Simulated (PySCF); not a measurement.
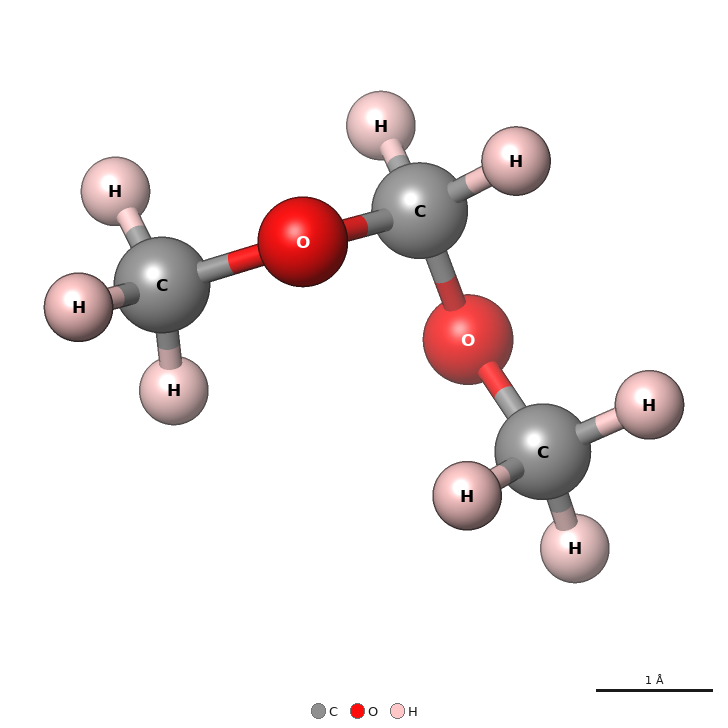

Atoms fade into the background with distance from the viewer. Computed geometry: PBE0-D3(BJ)/def2-SVP optimisation. No frequency run is at hand to confirm it as a minimum. Masses are those of the most abundant isotopes; constants are for the rigid equilibrium geometry.

### Classify the rotor and give the rotational constants (GHz).

An asymmetric top (C2): A = 10.4, B = 3.32, C = 3.10 GHz. Ray's parameter κ is −0.94, close to the prolate limit.
